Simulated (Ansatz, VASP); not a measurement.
# V: VASP beside Ansatz

One calculation is typed for both programs; each brings its own data sets and cutoff. How far apart do they land? The cell comes out of earlier VASP steps on this material, which relaxed, scaled or displaced it; both programs get it as it stands.

Calculated with Ansatz 0.2.0; plane waves, with VASP 6.6.1 beside it; relaxation of cell and atoms at r2SCAN and relaxation of cell and atoms at PBE.

**1. Starting point**

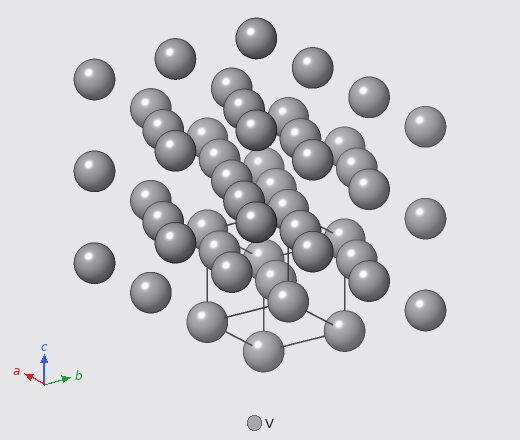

The cell as given, from a free direction (vanadium grey). 3×2×2 cells are drawn. This picture shows the conventional cell, with its axes. Some periodic images of atoms are drawn too.

**2. VASP: relaxation of cell and atoms, r2SCAN**

The relaxed volume is the usual yardstick between codes: its relative difference is about their pressure difference at one cell divided by the bulk modulus.

Lines of VASP's logs that name or quote its potential files are left out, and so is its time.

The input, INCAR:

```
SYSTEM = V
PREC = Accurate
ENCUT = 520
EDIFF = 1E-07
NELM = 100
ISMEAR = 1
SIGMA = 0.15
LREAL = .FALSE.
ALGO = Normal
METAGGA = R2SCAN
LASPH = .TRUE.
NBANDS = 15
ISPIN = 2
MAGMOM = 2
LMAXMIX = 4
LORBIT = 11
LWAVE = .FALSE.
LCHARG = .FALSE.
KPAR = 4
IBRION = 2
NSW = 50
ISIF = 3
EDIFFG = -0.005
```

The input, POSCAR:

```
V
1.0
   -1.4928724054      1.4928724054      1.4928724054
    1.4928724054     -1.4928724054      1.4928724054
    1.4928724054      1.4928724054     -1.4928724054
V
1
Direct
    0.0000000000      0.0000000000      0.0000000000
```

The input, KPOINTS:

```
Automatic mesh
0
Gamma
22 22 22
0 0 0
```

PAW data sets: V_sv (PBE family, release 64).

On the command line:

```console
$ mpirun -np 4 vasp_std
```

Numbers of over 12 decimals in the logs are rounded to 6 here.

What it wrote:

```text
[banner, memory and clock lines left out]
running    4 mpi-ranks, on    1 nodes
 distrk:  each k-point on    1 cores,    4 groups
 distr:  one band on    1 cores,    1 groups

 POSCAR found type information on POSCAR V
 POSCAR found :  1 types and       1 ions
|                                                                             |
|               ----> ADVICE to this user running VASP <----                  |
|                                                                             |
|     You enforced a specific xc type in the INCAR file but a different       |
|     [... a line on the potential file left out ...]
|     I HOPE YOU KNOW WHAT YOU ARE DOING!                                     |
|                                                                             |

 LDA part: xc-table for (None), standard interpolation
 POSCAR, INCAR and KPOINTS ok, starting setup
 FFT: planning ... GRIDC
 FFT: planning ... GRID_SOFT
 FFT: planning ... GRID
 WAVECAR not read
 entering main loop
       N       E                     dE             d eps       ncg     rms          rms(c)
DAV:   1     0.891743211506E+02    0.89174E+02   -0.67655E+03 19836   0.975E+02
DAV:   2    -0.165807591946E+02   -0.10576E+03   -0.10180E+03 20905   0.295E+02
DAV:   3    -0.181370859064E+02   -0.15563E+01   -0.15542E+01 22550   0.397E+01
DAV:   4    -0.181437696208E+02   -0.66837E-02   -0.66836E-02 22984   0.275E+00
DAV:   5    -0.181438368503E+02   -0.67229E-04   -0.67230E-04 22683   0.258E-01    0.237E+01
DAV:   6    -0.140400872581E+02    0.41037E+01   -0.44581E+00 19995   0.345E+01    0.290E+00
DAV:   7    -0.141103123243E+02   -0.70225E-01   -0.13917E-01 22081   0.345E+00    0.196E+00
DAV:   8    -0.141224932162E+02   -0.12181E-01   -0.85965E-03 21381   0.890E-01    0.973E-01
DAV:   9    -0.141255106730E+02   -0.30175E-02   -0.71848E-03 21129   0.752E-01    0.228E-01
DAV:  10    -0.141265963013E+02   -0.10856E-02   -0.12918E-03 21479   0.354E-01    0.116E-01
DAV:  11    -0.141270491558E+02   -0.45285E-03   -0.52910E-04 22039   0.144E-01    0.664E-02
DAV:  12    -0.141272981776E+02   -0.24902E-03   -0.38233E-04 21836   0.104E-01    0.686E-02
DAV:  13    -0.141273981336E+02   -0.99956E-04   -0.37432E-05 20023   0.447E-02    0.640E-02
DAV:  14    -0.141276548437E+02   -0.25671E-03   -0.81913E-04 21941   0.147E-01    0.645E-02
DAV:  15    -0.141278692108E+02   -0.21437E-03   -0.56207E-04 22256   0.115E-01    0.673E-02
DAV:  16    -0.141280169782E+02   -0.14777E-03   -0.13103E-03 21864   0.168E-01    0.541E-02
DAV:  17    -0.141281054740E+02   -0.88496E-04   -0.61945E-04 22221   0.123E-01    0.159E-02
DAV:  18    -0.141282232253E+02   -0.11775E-03   -0.69949E-05 19750   0.616E-02    0.143E-02
DAV:  19    -0.141282472159E+02   -0.23991E-04   -0.50055E-05 22158   0.514E-02    0.787E-03
DAV:  20    -0.141282479833E+02   -0.76738E-06   -0.59298E-06 22676   0.159E-02    0.718E-03
DAV:  21    -0.141282481180E+02   -0.13466E-06   -0.50509E-07 20471   0.571E-03    0.197E-03
DAV:  22    -0.141282485946E+02   -0.47664E-06   -0.19720E-07 18979   0.403E-03    0.240E-03
DAV:  23    -0.141282485581E+02    0.36515E-07   -0.20965E-07 16238   0.330E-03
   1 F= -.14128249E+02 E0= -.14128309E+02  d E =-.141282E+02  mag=     0.0006
 curvature:   0.00 expect dE= 0.000E+00 dE for cont linesearch  0.000E+00
 trial: gam= 0.00000 g(F)=  0.125E-61 g(S)=  0.184E-05 ort = 0.000E+00 (trialstep = 0.100E+01)
 search vector abs. value=  0.184E-05
 reached required accuracy - stopping structural energy minimisation
```

OUTCAR, selected parts (step 2):

```text
ion  position               nearest neighbor table
   1  0.000  0.000  0.000-

  LATTYP: Found a body centered cubic cell.
 ALAT       =     2.9857448108

 Subroutine GETGRP returns: Found 48 space group operations
 (whereof 48 operations were pure point group operations)

The static configuration has the point symmetry O_h .

 Found    328 irreducible k-points:

   k-points           NKPTS =    328   k-points in BZ     NKDIM =    328   number of bands    NBANDS=     15

   dimension x,y,z NGX =    20 NGY =   20 NGZ =   20
   dimension x,y,z NGXF=    40 NGYF=   40 NGZF=   40

   ENCUT  =  520.0 eV  38.22 Ry    6.18 a.u.   4.81  4.81  4.81*2*pi/ulx,y,z

   NELECT =      13.0000    total number of electrons

 k-points in reciprocal lattice and weights: Automatic mesh
   0.00000000  0.00000000  0.00000000       0.000
   0.04545455  0.00000000  0.00000000       0.001
   0.09090909  0.00000000  0.00000000       0.001
   0.13636364  0.00000000  0.00000000       0.001
   0.18181818  0.00000000  0.00000000       0.001
   0.22727273  0.00000000  0.00000000       0.001
   0.27272727  0.00000000  0.00000000       0.001
   0.31818182  0.00000000  0.00000000       0.001
   0.36363636  0.00000000  0.00000000       0.001
[...]
0.50000000  0.50000000  0.45454545       0.001
   0.50000000  0.50000000  0.50000000       0.000

 average (electrostatic) potential at core
       1 -74.8799

 E-fermi :   9.8085

 spin component 1
 k-point     1 :       0.0000    0.0000    0.0000
  band No.  band energies     occupation
      1     -56.4961      1.00000
      2     -28.6263      1.00000
      3     -28.6262      1.00000
      4     -28.6262      1.00000
      5       2.7261      1.00000
      6      10.2973     -0.00002
      7      10.2973     -0.00002
      8      10.2973     -0.00002
      9      12.5073     -0.00000
     10      12.5073     -0.00000
    ...

 k-point     2 :       0.0455    0.0000    0.0000
  band No.  band energies     occupation
      1     -56.4918      1.00000
      2     -28.6469      1.00000
      3     -28.6325      1.00000
      4     -28.6264      1.00000
      5       2.8150      1.00000
      6      10.2585     -0.00009
      7      10.2889     -0.00003
      8      10.3598     -0.00000
      9      12.4609     -0.00000
     10      12.5094     -0.00000
    ...

 k-point     3 :       0.0909    0.0000    0.0000
  band No.  band energies     occupation
      1     -56.4791      1.00000
      2     -28.7070      1.00000
      3     -28.6505      1.00000
      4     -28.6269      1.00000
      5       3.0769      1.00000
      6      10.1468     -0.00322
      7      10.2552     -0.00011
      8      10.5447     -0.00000
      9      12.3431     -0.00000
     10      12.5168     -0.00000
    ...

 k-point     4 :       0.1364    0.0000    0.0000
  band No.  band energies     occupation
      1     -56.4591      1.00000
      2     -28.8010      1.00000
      3     -28.6789      1.00000
      4     -28.6276      1.00000
      5       3.4966      1.00000
      6       9.9752     -0.03316
      7      10.1754     -0.00147
      8      10.8442     -0.00000
      9      12.2093     -0.00000
     10      12.5322     -0.00000
    ...

 k-point     5 :       0.1818    0.0000    0.0000
  band No.  band energies     occupation
    ...
      2     -28.9204      1.00000
      3     -28.7152      1.00000
      4     -28.6286      1.00000
      5       4.0466      1.00000
      6       9.7622      0.74800
      7      10.0370     -0.02661
      8      11.2447     -0.00000
      9      12.1223     -0.00000
     10      12.5588     -0.00000
     11      28.6948      0.00000
    ...

 k-point     6 :       0.2273    0.0000    0.0000
  band No.  band energies     occupation
    ...
      2     -29.0550      1.00000
      3     -28.7563      1.00000
      4     -28.6297      1.00000
      5       4.6806      1.00000
      6       9.5286      1.01203
      7       9.8698      0.18423
      8      11.7260     -0.00000
      9      12.1141     -0.00000
     10      12.5988     -0.00000
     11      27.3896      0.00000
    ...

  Total        0.0035693      0.0035693      0.0035693      0.0000000      0.0000000     -0.0000000
  in kB        0.4296973      0.4296973      0.4296973      0.0000000      0.0000000     -0.0000000
  external PRESSURE =       0.4296973 kB  Pullay stress =       0.0000000 kB

  energy-cutoff  :      520.00
  volume of cell :       13.31
      direct lattice vectors                 reciprocal lattice vectors
    -1.492872405  1.492872405  1.492872405     0.000000000  0.334924805  0.334924805
     1.492872405 -1.492872405  1.492872405     0.334924805  0.000000000  0.334924805
     1.492872405  1.492872405 -1.492872405     0.334924805  0.334924805  0.000000000

 POSITION                                       TOTAL-FORCE (eV/Angst)
 -----------------------------------------------------------------------------------
      0.00000      0.00000      0.00000         0.000000      0.000000     -0.000000
 -----------------------------------------------------------------------------------
    total drift:                               -0.000000     -0.000000      0.000000

  FREE ENERGIE OF THE ION-ELECTRON SYSTEM (eV)
  ---------------------------------------------------
  free  energy   TOTEN  =       -14.1282485581 eV

  energy  without entropy=      -14.1284288526  energy(sigma->0) =      -14.12830866

 reached required accuracy - stopping structural energy minimisation

 total charge
# of ion       s       p       d       tot
------------------------------------------
    1        2.342   6.241   3.058  11.641

 magnetization (x)
# of ion       s       p       d       tot
------------------------------------------
    1        0.000   0.000   0.000   0.000

[... 6 further parts left out ...]
```

CONTCAR:

```
V
   1.00000000000000
    -1.4928724054000000    1.4928724054000000    1.4928724054000000
     1.4928724054000000   -1.4928724054000000    1.4928724054000000
     1.4928724054000000    1.4928724054000000   -1.4928724054000000
  V
     1
Direct
     0.0000000000000000    0.0000000000000000    0.0000000000000000
```

[end of part 1 of 2]

[Lines on the potential files, build, host, timing and source positions are cut from VASP's logs without a mark.]

[Logs are printed without paths, hosts, clocks, repeated set-up lines and the standing remarks that a program may print on its own settings, such as how far it seeks lower states.]

[Hosts, paths, dates, database ids (printed as entryN), source tags and the programs' standing remarks are cut or masked in the printed files.]
